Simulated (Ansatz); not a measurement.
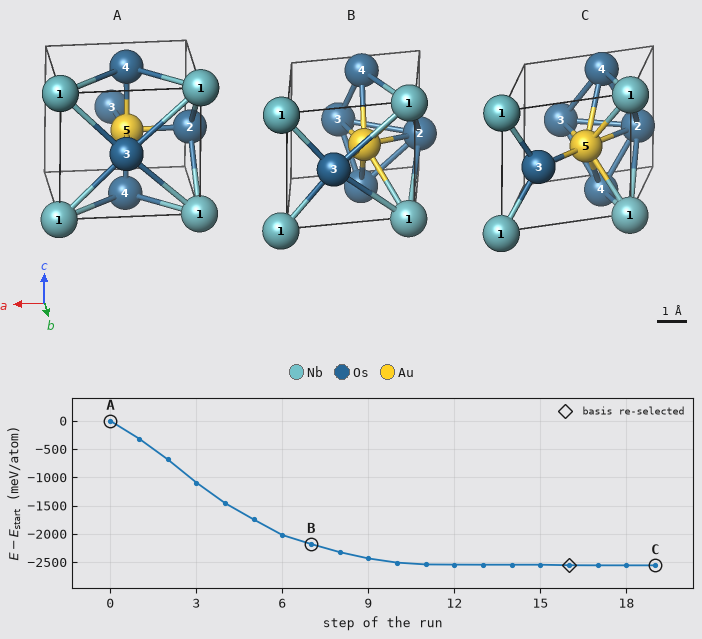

Frames of a relaxation of crystalline NbOs₃Au (built on the cubic perovskite type) (coarse preliminary run), marked on the history of the run. The picture is a ball-and-stick view of the cell of the calculation, seen from a free direction.

All numbers below come from Ansatz, DFT PBE, scalar-relativistic, plane waves, PAW. Set-up: plane-wave cutoff 420 eV; k-point mesh 6 × 6 × 6; occupations gaussian; smearing width 0.1 eV; no spin polarisation; cell and atoms relaxed; force threshold 0.015 eV/Å; at most 120 steps.

Q: Describe the path.

A: The run was cut off at its time limit before the program reported convergence, but its last step already meets the force threshold: the largest component is 0.015 eV/Å against 0.015 eV/Å. The pressure is within 0.01 GPa of its target. The atom that moves furthest relative to the cell is Os4 (1.15 Å along [−1 −1 0]). Largest moves by element: Os 1.15 Å, Au 0.71 Å, Nb 0.23 Å. Cell: a 4.905 → 4.837 Å (−1.4 %), b 4.765 → 4.746 Å (−0.4 %), c 4.676 → 4.461 Å (−4.6 %), α 89.6° → 90.0°, β 90.5° → 90.1°, γ 89.6° → 58.0°. Volume −20.5 %. Near-neighbour distances that change, for instance: Os3–Au5 5.163 → 2.827 Å, Os2–Au5 5.121 → 2.823 Å, Nb1–Os4 3.514 → 5.622 Å, Nb1–Au5 3.978 → 2.847 Å. New bonds form, among them: Nb1–Au5 (3.97 → 2.85 Å), Nb1–Au5 (3.98 → 2.85 Å), Os2–Au5 (5.12 → 2.82 Å), Os2–Os3 (3.39 → 2.73 Å). Bonds break, among them: Nb1–Os4 (3.51 → 5.62 Å). Among the angles between lasting bonds that change: Os2–Au5–Os3 100.4° → 177.1°, Au5–Os4–Au5 173.6° → 103.0°, Os4–Au5–Os4 173.6° → 103.0°. The space group stays P1 (No. 1). After 18 accepted moves (19 points after the start) the energy has fallen by 2555 meV per atom. Largest force component: 7.3 eV/Å at the start, 0.015 eV/Å at the end. The pressure goes from −1.29 to −0.01 GPa. The SCF was repeated once at an unchanged geometry on a basis and grid sized afresh for the cell, which shifted the energy by 9.1 meV per atom at most. Cost: 20 min on 1 thread of Arm Neoverse V1, on a shared host, peak memory 0.68 GiB. From step 0 to 7: Os4 moves most (1.00 Å), volume −17.6 %, energy −2178 meV per atom. From step 7 to 19: Os4 moves most (0.42 Å), volume −3.6 %, energy −377 meV per atom.

```tsv
step	E − E(0), meV/atom	largest force component, eV/Å	pressure, GPa	volume, Å³/atom	note
0	0.00	7.3193	-1.29	21.859	
1	-313.01	3.1393	-3.24	21.342	
2	-680.40	4.9451	-2.72	20.809	
3	-1090.33	5.4109	2.46	19.922	
4	-1454.20	3.5677	1.32	19.583	
5	-1743.41	2.2119	0.91	19.216	
6	-2018.97	0.8532	1.94	18.595	
7	-2177.69	1.5828	3.96	18.021	
8	-2321.39	1.1816	2.99	17.655	
9	-2432.78	1.1722	2.62	17.250	
10	-2506.77	0.5895	3.69	16.953	
11	-2538.89	0.3352	0.91	17.172	
12	-2542.06	0.1680	-0.57	17.315	
13	-2543.78	0.0947	0.46	17.256	
14	-2543.86	0.0380	-0.27	17.292	
15	-2543.93	0.0074	0.00	17.281	
16	-2553.01	0.0165	1.00	17.281	same geometry, new basis
17	-2554.83	0.0827	0.07	17.363	
18	-2555.01	0.0287	-0.43	17.403	
19	-2555.17	0.0153	-0.01	17.368
```
